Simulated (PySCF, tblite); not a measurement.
# C₄H₉O₂PSi: geometry, infrared bands and NMR shifts

Wanted: the infrared bands and NMR shifts of C₄H₉O₂PSi (`CO[C@@H]1C(=O)C[Si@@H]1P`), by calculation.

Computed with tblite 0.8.0 and PySCF 2.14.0, with density-fitted response routines of our own, on a single molecule in the gas phase. Atoms count from 0, in the outputs and in this text.

## Step 1: Starting geometry

17 atoms, charge 0, multiplicity 1; geometry from: force field or distance geometry start.

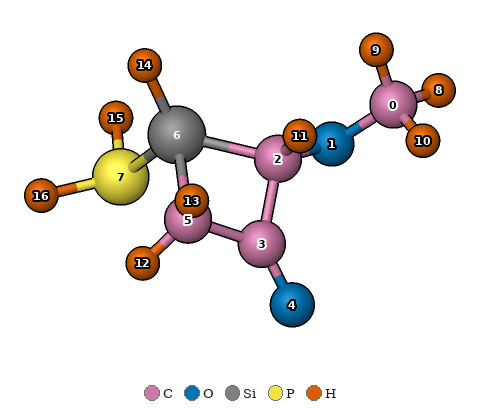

The starting geometry (carbon pink, oxygen blue, silicon grey, phosphorus yellow, hydrogen orange), atoms numbered; sticks join atoms by distance.

## Step 2: Geometry optimisation with GFN2-xTB

What the job is given:

```
{"job": {"kind": "relax", "xc": "GFN2-xTB", "basis": "xTB"}, "charge": 0, "multiplicity": 1}
C     -2.516500    -0.955100     0.067900
O     -1.204800    -0.903400    -0.392000
C     -0.566900     0.125800     0.268300
C     -0.036900     1.209500    -0.645300
O     -0.219700     1.596600    -1.766100
C      0.861400     1.611300     0.480300
Si     1.044600    -0.168900     1.051900
P      2.638600    -1.091300    -0.141500
H     -3.075300    -1.787400    -0.429100
H     -2.596700    -1.105600     1.155400
H     -3.072600    -0.014500    -0.175800
H     -1.291900     0.637600     0.961900
H      1.824000     1.962700     0.055500
H      0.425500     2.241100     1.264600
H      1.109300    -0.339800     2.495400
H      2.786800    -2.524100     0.107700
H      3.884000    -0.482400     0.280500
```

On the command line:

```sh
$ OMP_NUM_THREADS=1 python probes_run.py task.json out
```

One launch serves the whole session: the jobs run in the order shown.

Log:

```text
step      E/eV     max force
  0    -691.58800    3.960
  1    -692.13059    1.694
  2    -692.44747    1.633
  3    -692.68134    1.327
  4    -692.79569    1.741
  5    -692.90519    0.821
  6    -692.98233    0.481
  7    -693.01189    0.375
  8    -693.03256    0.288
  9    -693.04496    0.294
 10    -693.05415    0.259
 11    -693.06451    0.305
 12    -693.07571    0.322
 13    -693.08669    0.251
 14    -693.09494    0.176
 15    -693.10031    0.147
 16    -693.10422    0.132
 17    -693.10798    0.169
 18    -693.11225    0.212
 19    -693.11696    0.194
 20    -693.12132    0.148
 21    -693.12490    0.176
 22    -693.12785    0.141
 23    -693.13036    0.137
 24    -693.13296    0.160
 25    -693.13608    0.158
 26    -693.13952    0.165
 27    -693.14298    0.135
 28    -693.14639    0.125
 29    -693.14982    0.159
 30    -693.15365    0.197
 31    -693.15828    0.179
 32    -693.16353    0.165
 33    -693.16952    0.187
 34    -693.17700    0.213
 35    -693.18625    0.322
 36    -693.19651    0.370
 37    -693.20634    0.305
 38    -693.21422    0.191
 39    -693.21179    1.005
 40    -693.22277    0.204
 41    -693.22593    0.123
 42    -693.23406    0.194
 43    -693.23726    0.371
 44    -693.24242    0.231
 45    -693.25226    0.248
 46    -693.25533    0.368
 47    -693.25991    0.136
 48    -693.26427    0.215
 49    -693.26763    0.148
 50    -693.27160    0.146
 51    -693.27611    0.138
 52    -693.28079    0.148
 53    -693.28433    0.114
 54    -693.28654    0.102
 55    -693.28793    0.087
 56    -693.28916    0.140
 57    -693.29048    0.122
 58    -693.29268    0.081
 59    -693.29391    0.087
 60    -693.29568    0.075
 61    -693.29673    0.096
 62    -693.29753    0.077
 63    -693.29827    0.073
 64    -693.29923    0.088
 65    -693.30052    0.102
 66    -693.30191    0.135
 67    -693.30347    0.125
 68    -693.30493    0.101
 69    -693.30649    0.096
 70    -693.30837    0.119
 71    -693.31093    0.154
 72    -693.30835    0.456
 73    -693.31431    0.109
 74    -693.31593    0.099
 75    -693.31896    0.215
 76    -693.32141    0.086
 77    -693.32294    0.088
 78    -693.32546    0.080
 79    -693.32621    0.121
 80    -693.32912    0.177
 81    -693.33184    0.217
 82    -693.33476    0.110
 83    -693.33656    0.093
 84    -693.33807    0.185
 85    -693.33915    0.091
 86    -693.34030    0.076
 87    -693.34105    0.103
 88    -693.34200    0.102
 89    -693.34272    0.056
 90    -693.34340    0.048
 91    -693.34396    0.054
 92    -693.34443    0.056
 93    -693.34484    0.050
 94    -693.34522    0.044
 95    -693.34553    0.034
 96    -693.34578    0.041
 97    -693.34606    0.043
 98    -693.34648    0.039
 99    -693.34706    0.044
100    -693.34765    0.042
101    -693.34810    0.045
102    -693.34843    0.048
103    -693.34874    0.042
104    -693.34910    0.045
105    -693.34949    0.047
106    -693.34986    0.053
107    -693.35023    0.053
108    -693.35060    0.052
109    -693.35091    0.043
110    -693.35116    0.059
111    -693.35133    0.068
112    -693.35156    0.056
113    -693.35180    0.054
114    -693.35225    0.050
115    -693.35275    0.066
116    -693.35327    0.061
117    -693.35373    0.054
118    -693.35410    0.049
119    -693.35437    0.034
120    -693.35455    0.037
121    -693.35467    0.047
122    -693.35483    0.040
123    -693.35504    0.052
124    -693.35530    0.033
125    -693.35547    0.033
126    -693.35564    0.029
127    -693.35580    0.036
128    -693.35606    0.052
129    -693.35640    0.060
130    -693.35673    0.060
131    -693.35700    0.047
132    -693.35723    0.043
133    -693.35750    0.042
134    -693.35782    0.041
135    -693.35808    0.036
136    -693.35832    0.036
137    -693.35858    0.035
138    -693.35886    0.047
139    -693.35908    0.038
140    -693.35924    0.061
141    -693.35943    0.056
142    -693.35975    0.049
143    -693.36029    0.073
144    -693.36095    0.136
145    -693.36161    0.066
146    -693.36210    0.079
147    -693.36237    0.253
148    -693.36293    0.054
149    -693.36325    0.057
150    -693.36412    0.104
151    -693.36518    0.225
152    -693.36682    0.220
153    -693.37099    0.352
154    -693.37094    0.399
155    -693.37301    0.963
156    -693.37074    0.390
157    -693.38001    0.089
158    -693.37192    0.564
159    -693.38380    0.065
160    -693.38553    0.164
161    -693.38635    0.523
162    -693.38873    0.131
163    -693.38972    0.113
164    -693.39218    0.075
165    -693.39310    0.061
166    -693.39442    0.067
167    -693.39553    0.087
168    -693.39655    0.091
169    -693.39751    0.069
170    -693.39803    0.088
171    -693.39822    0.062
172    -693.39838    0.050
173    -693.39848    0.035
174    -693.39856    0.026
175    -693.39863    0.021
176    -693.39870    0.021
177    -693.39877    0.025
178    -693.39885    0.029
179    -693.39892    0.023
180    -693.39897    0.012
181    -693.39899    0.010
```

It took 1.6 s on 1 thread of Arm Neoverse V1, shared host; peak memory 0.18 GiB.

Step by step: (not every step is listed)

| step | energy from step 0 (eV) | largest force (eV/Å) |
| --- | --- | --- |
| 0 | 0.0000 | 3.9602 |
| 1 | -0.5426 | 1.6943 |
| 2 | -0.8595 | 1.6328 |
| 3 | -1.0933 | 1.3270 |
| 4 | -1.2077 | 1.7409 |
| 5 | -1.3172 | 0.8211 |
| 6 | -1.3943 | 0.4814 |
| 7 | -1.4239 | 0.3751 |
| 8 | -1.4446 | 0.2878 |
| 24 | -1.5450 | 0.1597 |
| 40 | -1.6348 | 0.2039 |
| 56 | -1.7012 | 0.1396 |
| 72 | -1.7204 | 0.4556 |
| 88 | -1.7540 | 0.1022 |
| 104 | -1.7611 | 0.0452 |
| 120 | -1.7666 | 0.0370 |
| 136 | -1.7703 | 0.0364 |
| 152 | -1.7788 | 0.2202 |
| 168 | -1.8086 | 0.0910 |
| 176 | -1.8107 | 0.0207 |
| 177 | -1.8108 | 0.0248 |
| 178 | -1.8109 | 0.0292 |
| 179 | -1.8109 | 0.0233 |
| 180 | -1.8110 | 0.0121 |
| 181 | -1.8110 | 0.0100 |

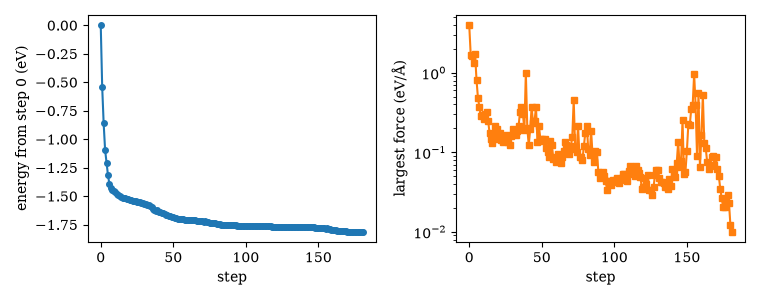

Energy and largest force along the relaxation.

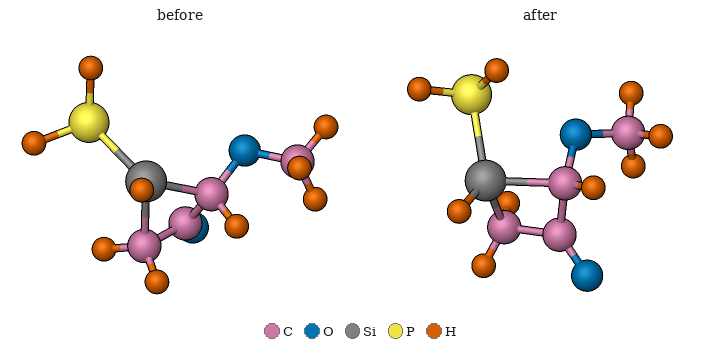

Before and after, at one scale.

Distances of close pairs at the start and the end, largest changes first:

| bond | before (Å) | after (Å) | change (Å) |
| --- | --- | --- | --- |
| C2–Si6 | 1.816 | 1.931 | +0.115 |
| P7–H15 | 1.462 | 1.385 | -0.076 |
| P7–H16 | 1.449 | 1.391 | -0.058 |
| C5–Si6 | 1.879 | 1.923 | +0.044 |
| O1–C2 | 1.379 | 1.416 | +0.037 |
| C2–H11 | 1.126 | 1.095 | -0.032 |
| C0–H8 | 1.119 | 1.089 | -0.030 |
| Si6–P7 | 2.195 | 2.222 | +0.027 |

The next job starts from the end point, and lists it.

## Step 3: Infrared spectrum with GFN2-xTB

What the job is given:

```
{"job": {"kind": "ir", "xc": "GFN2-xTB", "basis": "xTB"}, "charge": 0, "multiplicity": 1}
C     -1.864636    -0.976869    -0.649577
O     -0.618412    -0.918406     0.001136
C     -0.540537     0.050098     1.030962
C     -0.587379     1.485497     0.557962
O     -1.399616     2.321757     0.854589
C      0.773284     1.675744    -0.053690
Si     1.378151     0.260329     1.098286
P      2.032083    -1.498227    -0.091528
H     -1.790680    -1.769209    -1.392482
H     -2.663464    -1.212072     0.062810
H     -2.103109    -0.028211    -1.142963
H     -1.243900    -0.174044     1.839048
H      0.784259     1.360072    -1.095513
H      1.131715     2.699497     0.002175
H      1.895670     0.771777     2.372010
H      1.507371    -2.439001     0.779559
H      3.302203    -1.596704     0.466769
```

Log:

```text
mode    cm-1     km/mol
  1      63.1      5.17
  2      92.5      3.71
  3      95.9      0.50
  4     118.9      5.67
  5     168.9      0.71
  6     195.7      5.79
  7     202.6     11.63
  8     247.7     10.58
  9     381.2     12.61
 10     449.3     11.68
 11     468.8      4.25
 12     512.8      8.10
 13     553.1     44.19
 14     570.6     61.94
 15     607.6    171.10
 16     659.2     14.46
 17     693.3     17.40
 18     721.1     25.80
 19     743.1    134.07
 20     768.6     35.35
 21     882.1      2.68
 22     977.7     15.86
 23     999.5     17.78
 24    1061.9     79.61
 25    1099.1     44.12
 26    1117.1     28.77
 27    1131.1      3.00
 28    1132.2     11.42
 29    1139.6     48.22
 30    1174.2      0.74
 31    1264.8     10.22
 32    1402.4      0.49
 33    1414.2     14.87
 34    1463.1      5.63
 35    1488.3      3.04
 36    1793.0    571.64
 37    2221.4    302.77
 38    2279.7     73.16
 39    2360.1    139.78
 40    2905.0     61.00
 41    2921.3     40.76
 42    2941.3     42.12
 43    2993.0     10.21
 44    3025.5     13.80
 45    3028.7     16.34
```

Wall time 0.73 s (1 thread of Arm Neoverse V1, shared host); peak memory 0.18 GiB.

The strongest bands and the atoms that carry them (share of the mass-weighted mode):

| cm⁻¹ | km/mol | atoms |
| --- | --- | --- |
| 571 | 61.9 | H14 64 %, C3 15 % |
| 608 | 171.1 | Si6 31 %, H14 21 %, C3 15 % |
| 743 | 134.1 | H13 23 %, C5 22 %, H12 13 % |
| 1062 | 79.6 | H11 19 %, O1 18 %, C3 15 %, C2 13 % |
| 1793 | 571.6 | C3 63 %, O4 36 % |
| 2221 | 302.8 | H14 96 % |
| 2280 | 73.2 | H16 74 %, H15 23 % |
| 2360 | 139.8 | H15 74 %, H16 23 % |

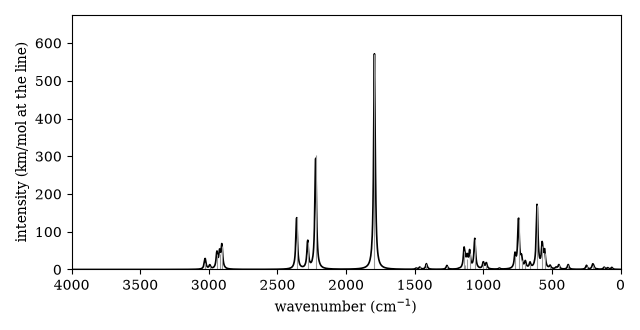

The infrared spectrum from these modes, unscaled. Lines are broadened to a width of 14 cm⁻¹ (Lorentzian).

## Step 4: Shielding tensors: PBE0/pcSseg-1

Settings changed since step 3:

```diff
@@ -1,2 +1,2 @@
-{"job": {"kind": "ir", "xc": "GFN2-xTB", "basis": "xTB"}, "charge": 0, "multiplicity": 1}
+{"job": {"kind": "nmr", "xc": "PBE0", "basis": "pcSseg-1"}, "charge": 0, "multiplicity": 1}
 C     -1.864636    -0.976869    -0.649577
```

With the program's defaults for keys left out, this is: GIAO PBE0/pcSseg-1 NMR shielding, non-relativistic, gas phase.

Log:

```text
coarse grid: 15344 points
cycle   1  E = -938.2051899439  dE =  1.192e+00  |g| = 8.761e-01  |ddm| = 3.772e+00
cycle   2  E = -937.7725229840  dE =  4.327e-01  |g| = 1.720e+00  |ddm| = 2.574e+00
cycle   3  E = -938.3466479527  dE = -5.741e-01  |g| = 2.329e-01  |ddm| = 1.995e+00
cycle   4  E = -938.3566400579  dE = -9.992e-03  |g| = 1.046e-01  |ddm| = 3.001e-01
cycle   5  E = -938.3587077881  dE = -2.068e-03  |g| = 2.468e-02  |ddm| = 9.919e-02
cycle   6  E = -938.3588158020  dE = -1.080e-04  |g| = 7.996e-03  |ddm| = 2.476e-02
cycle   7  E = -938.3588289120  dE = -1.311e-05  |g| = 1.707e-03  |ddm| = 8.941e-03
cycle   8  E = -938.3588295258  dE = -6.138e-07  |g| = 5.133e-04  |ddm| = 2.215e-03
final grid: 139448 points
cycle   9  E = -938.4277137135  dE = -1.781e-05  |g| = 1.464e-02  |ddm| = 3.100e-02
cycle  10  E = -938.4276142738  dE =  9.944e-05  |g| = 2.733e-02  |ddm| = 2.951e-02
cycle  11  E = -938.4277524351  dE = -1.382e-04  |g| = 3.005e-03  |ddm| = 2.110e-02
cycle  12  E = -938.4277540922  dE = -1.657e-06  |g| = 4.292e-04  |ddm| = 2.275e-03
cycle  13  E = -938.4277541211  dE = -2.889e-08  |g| = 1.789e-04  |ddm| = 5.726e-04
cycle  14  E = -938.4277541280  dE = -6.950e-09  |g| = 2.376e-05  |ddm| = 1.884e-04
cycle  15  E = -938.4277541281  dE = -1.155e-10  |g| = 8.192e-06  |ddm| = 3.456e-05
converged SCF energy = -938.4277541281

GIAO shielding tensors (ppm)
atom      isotropic    diamagn.    paramagn.     s11        s22        s33       span
  0 C      124.293     245.186    -120.892     93.643     95.631    183.606     89.963
  1 O      290.906     401.039    -110.133    279.555    289.678    303.485     23.930
  2 C       92.608     252.938    -160.330     69.536    101.441    106.847     37.310
  3 C      -19.015     252.899    -271.914   -102.054    -47.250     92.258    194.312
  4 O     -331.511     398.268    -729.779   -878.363   -404.554    288.386   1166.749
  5 C      143.408     257.714    -114.306    104.570    149.025    176.630     72.059
  6 Si     399.475     880.795    -481.321    334.976    362.003    501.445    166.469
  7 P      617.688     966.552    -348.864    576.026    622.175    654.863     78.837
  8 H       27.856      29.517      -1.661     23.369     25.497     34.702     11.333
  9 H       28.339      29.493      -1.154     24.674     25.390     34.953     10.280
 10 H       28.323      30.390      -2.066     24.213     26.269     34.488     10.275
 11 H       27.726      33.144      -5.418     25.648     26.911     30.619      4.971
 12 H       28.507      31.710      -3.203     25.565     27.522     32.434      6.869
 13 H       29.180      30.357      -1.177     25.126     27.433     34.980      9.854
 14 H       26.983      28.999      -2.017     22.800     24.486     33.663     10.863
 15 H       30.027      29.556       0.470     24.245     28.240     37.594     13.349
 16 H       30.493      28.167       2.326     25.205     26.603     39.671     14.466
```

Wall time 44 s (1 thread of Arm Neoverse V1, shared host); peak memory 0.91 GiB.

The references, computed at this level on geometries of the same kind, shield at (ppm): 1H TMS 31.72, 13C TMS 186.9, 29Si TMS 349.2, 17O H2O 336.1, 31P H3PO4 318.4. Their shielding less the atom's gives the shift. The references are single molecules in the gas phase, so shifts against H2O, NH3, PH3, H3PO4 or CFCl3 are not on the usual liquid scales and can be off by tens of ppm. Atoms listed in one row are averaged.

| atoms | environment | σ (ppm) | δ (ppm) | δ scaled to CDCl3 |
| --- | --- | --- | --- | --- |
| C3 | ketone carbonyl carbon | -19.0 | 205.9 | 199.1 |
| C2 | sp3 CH bonded to O and Si, α to a carbonyl | 92.6 | 94.3 | 90.1 |
| C0 | methyl carbon bonded to O | 124.3 | 62.6 | 59.2 |
| C5 | sp3 CH2 bonded to Si, α to a carbonyl | 143.4 | 43.5 | 40.6 |
| H14 | hydrogen on a silicon bonded to 2 C, P, in a 4-membered ring | 26.98 | 4.73 | – |
| H11 | hydrogen on an sp3 CH bonded to O and Si, α to a carbonyl | 27.73 | 3.99 | 3.87 |
| H8, H9, H10 | hydrogen on a methyl carbon bonded to O | 28.17 | 3.54 | 3.45 |
| H12 | hydrogen on an sp3 CH2 bonded to Si, α to a carbonyl | 28.51 | 3.21 | 3.13 |
| H13 | hydrogen on an sp3 CH2 bonded to Si, α to a carbonyl | 29.18 | 2.54 | 2.50 |
| H15, H16 | hydrogen on a phosphorus bonded to Si | 30.26 | 1.46 | – |
| O4 | ketone oxygen | -331.5 | 667.6 | – |
| O1 | ether oxygen | 290.9 | 45.2 | – |
| Si6 | silicon bonded to 2 C, P, H, in a 4-membered ring | 399.5 | -50.3 | – |
| P7 | phosphorus bonded to Si, 2 H | 617.7 | -299.3 | – |

The scaled column applies a straight-line fit of computed shieldings to shifts measured in CDCl3 (root-mean-square error 0.16 ppm for H, 1.9 ppm for C).

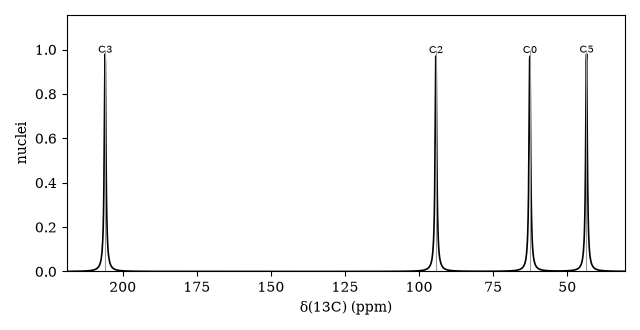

13C lines at the computed shifts, without couplings. Lines are broadened to a width of 0.65 ppm (Lorentzian).

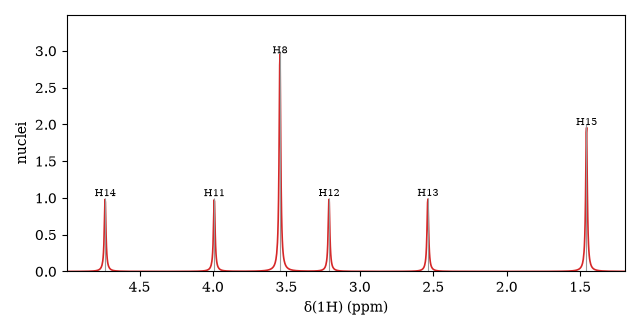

1H lines at the computed shifts, without couplings. Lines are broadened to a width of 0.01 ppm (Lorentzian).

The run also stored atomic charges by several schemes (e):

| atoms | Mulliken | IAO | Hirshfeld | ESP fit |
| --- | --- | --- | --- | --- |
| C0 | -0.02 | -0.20 | -0.04 | -0.27 |
| O1 | -0.54 | -0.39 | -0.11 | -0.12 |
| C2 | -0.17 | -0.22 | -0.06 | -0.33 |
| C3 | 0.22 | 0.36 | 0.14 | 0.57 |
| O4 | -0.33 | -0.40 | -0.24 | -0.49 |
| C5 | -0.46 | -0.59 | -0.18 | -0.25 |
| Si6 | 0.56 | 0.69 | 0.31 | 0.37 |
| P7 | -0.14 | -0.03 | 0.00 | -0.31 |

Hirshfeld charges:

C0 -0.04; O1 -0.11; C2 -0.06; C3 0.14; O4 -0.24; C5 -0.18; Si6 0.31; P7 0.00; H8 0.05; H9 0.04; H10 0.04; H11 0.03; H12 0.05; H13 0.05; H14 -0.06; H15 -0.01; H16 -0.02

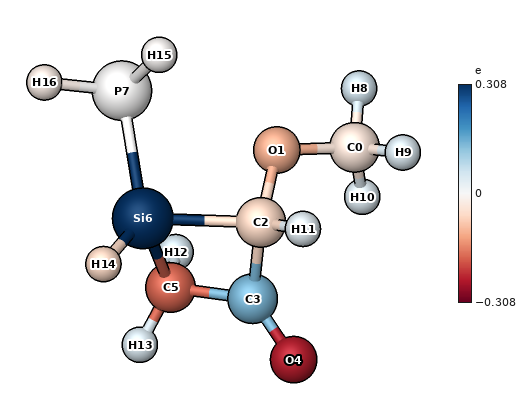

Hirshfeld charges, as colours on the atoms.

Mayer bond orders: C0–O1 0.91, O1–C2 0.89, C2–C3 0.93, C3–O4 2.02, C3–C5 0.96, C5–Si6 0.90, Si6–P7 1.08, Si6–C2 0.84.

Ring of atoms C2, C3, C5, Si6: NICS(0) 1.4, NICS(1) -3.0, NICS(1)zz -1.0 ppm (means of both faces; NICS(1) differs between them: -4.4 and -1.5).

The two faces differ (NICS(1)zz -6.1 and 4.0 ppm).

Orbitals, density, ELF and potential are computed afterwards from the orbital file.

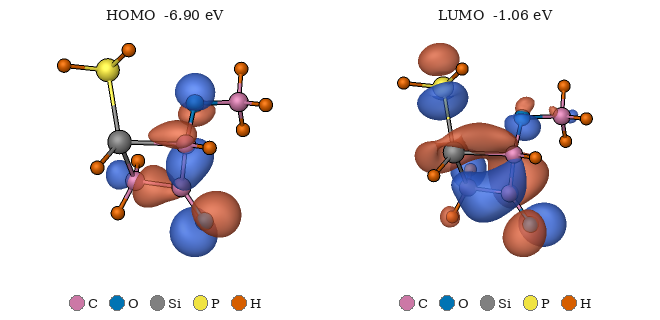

PBE0/pcSseg-1 orbitals near the gap, drawn at the value that encloses 70 % of each; the two colours are the two signs.

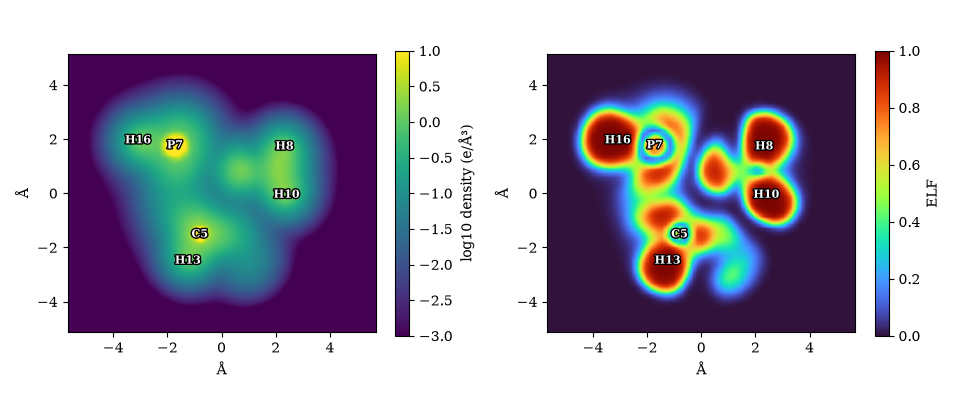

Density (left) and ELF (right) in a plane through or near 6 of the atoms.

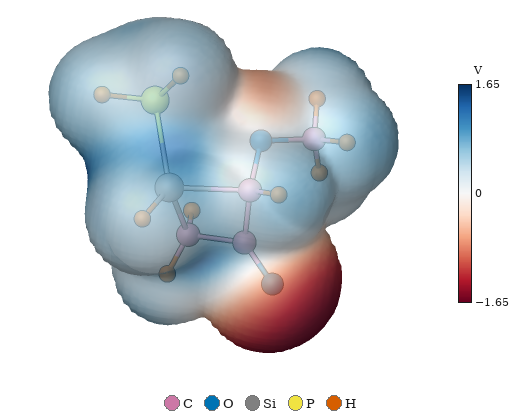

Electrostatic potential on the surface of density 0.002 e/bohr³; red is low, blue high. It runs from -1.65 V near O4 to 1.33 V near Si6.

## Step 5: Summary of results

| quantity | value |
| --- | --- |
| strongest single infrared mode (GFN2-xTB) | 1793 cm⁻¹, 572 km/mol |
| zero-point energy (GFN2-xTB) | 75.1 kcal/mol |
| 13C shifts against TMS (PBE0/pcSseg-1) | 205.9, 94.3, 62.6, 43.5 ppm |
| 1H shifts against TMS (PBE0/pcSseg-1, means over atoms taken as alike) | 4.73, 3.99, 3.54, 3.21, 2.54, 1.46 ppm |
| 17O shifts against H2O (PBE0/pcSseg-1) | 667.6, 45.2 ppm |
| 29Si shifts against TMS (PBE0/pcSseg-1) | -50.3 ppm |
| 31P shifts against H3PO4 (PBE0/pcSseg-1) | -299.3 ppm |
| surface potential, least and greatest | -1.65 V and 1.33 V |

Over 181 steps the energy fell by 1.811 eV; of the close pairs, C2–Si6 changed most, 1.816 to 1.931 Å. All 45 modes are real, so the xTB geometry is a minimum. The strongest single mode, at 1793 cm⁻¹, moves mainly C3 and O4. Unscaled tight-binding wavenumbers are off by several per cent, some by more. Its intensities can rank the bands wrongly. The most deshielded carbon is C3 (ketone carbonyl carbon), at 205.9 ppm: the double bond to the heteroatom, with no lone-pair donor beside it, deshields it most. At PBE0/pcSseg-1: The largest span, 1167 ppm, is at O4, where the paramagnetic term is -730 ppm. By nearest atom (PBE0/pcSseg-1), the HOMO sits on O4 45 %; C2 12 % and the LUMO on C3 30 %; O4 23 %.
